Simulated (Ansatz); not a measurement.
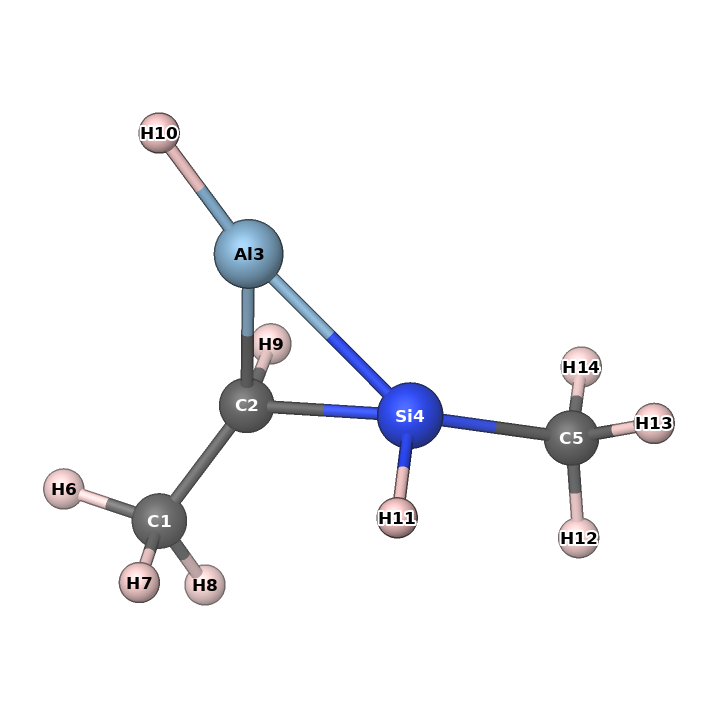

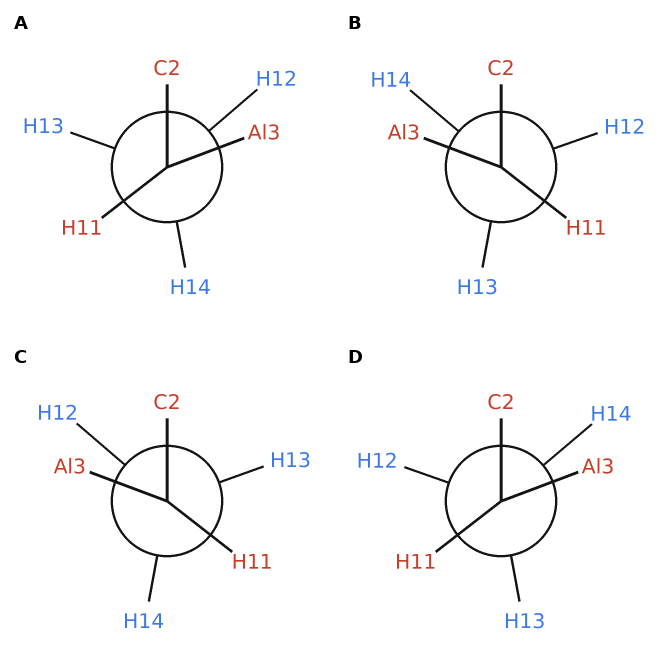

Distant atoms are faded towards the background colour. Bonds that would overlap in a projection are set slightly apart. Computed geometry: PBE0-D4/def2-TZVP optimisation. No frequency run is at hand to confirm it as a minimum.

### Which Newman projection shows the view along Si4–C5, with Si4 in front?

D. The torsion angle Al3–Si4–C5–H12 is −140°, anticlinal.
